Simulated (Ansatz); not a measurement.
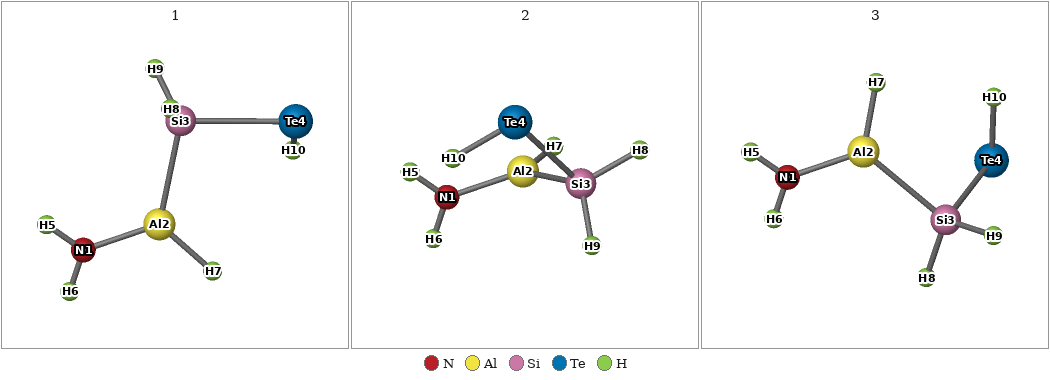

AlH₆NSiTe, SMILES [NH2][AlH][SiH2][TeH]. Coordinates scanned: (1) dihedral N1–Al2–Si3–Te4; (2) dihedral H5–N1–Al2–Si3. Nothing is relaxed (all other coordinates rigid). Grid: 12 × 12 points. Points are written as (first, second). All energies are given in kJ/mol relative to the lowest grid point. Computed with RKS r2SCAN0-D4/def2-SVP in Ansatz.

The numbered pictures are structures from this grid.

Rank them by energy, lowest first.

Answer. 3, at (120°, −180°): 0.0 kJ/mol; 1, at (−180°, 0°): 8.2 kJ/mol; 2, at (−60°, 90°): 45.0 kJ/mol.

The map, with the structures marked:

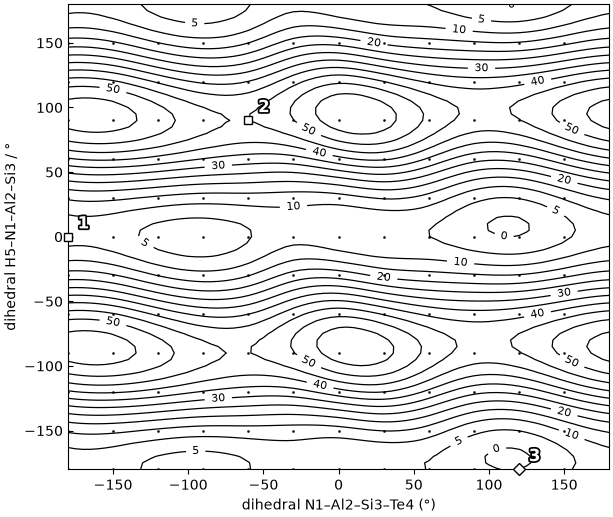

The picture shows contour lines labelled in kJ/mol, dots at the grid points. Between grid points the surface is interpolated.
